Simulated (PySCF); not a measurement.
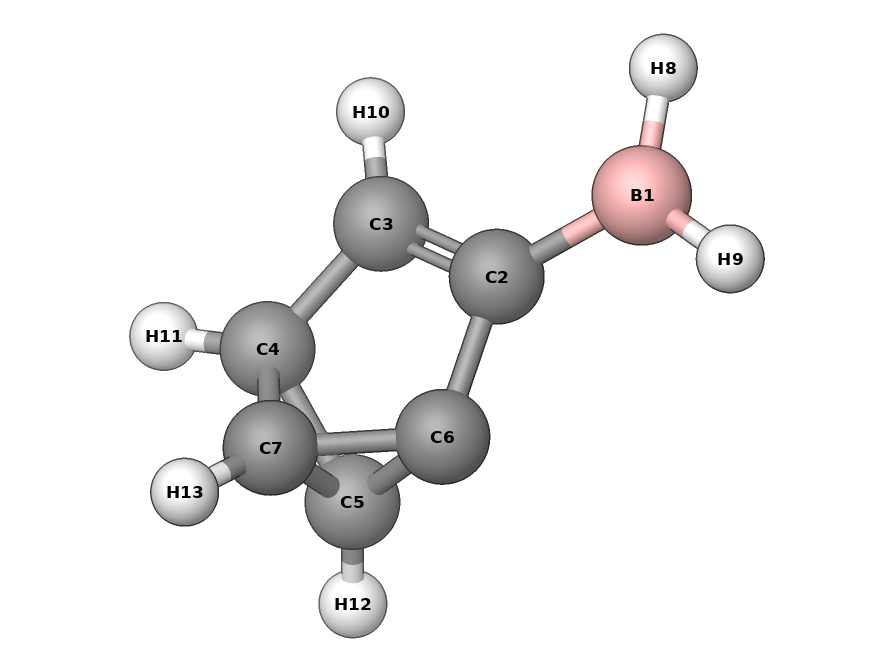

Charge 0, doublet. Computed geometry: GFN2-xTB optimisation. No frequency run is at hand to confirm it as a minimum. Level of theory: UKS B3LYP, pcH-1 on B C H, non-relativistic (PySCF 2.14.0).

Give the isotropic hyperfine couplings (Fermi-contact term alone) of B1, C2, C3, C4, C5, C6, C7, H8, H9, H10, H11, H12, H13.

| atom | isotope | a_iso (MHz) |
| --- | --- | --- |
| B1 | 11B | 3.6 |
| C2 | 13C | 49.8 |
| C3 | 13C | 48.3 |
| C4 | 13C | 83.6 |
| C5 | 13C | 1.9 |
| C6 | 13C | 436.9 |
| C7 | 13C | 1.9 |
| H8 | 1H | −1.7 |
| H9 | 1H | −0.3 |
| H10 | 1H | 17.6 |
| H11 | 1H | 48.1 |
| H12 | 1H | 8.7 |
| H13 | 1H | 8.6 |

The geometry is semi-empirical. Around B such bond lengths and angles can be off by a tenth of an ångström or more and by several degrees, and values that hang on the shape move with them.
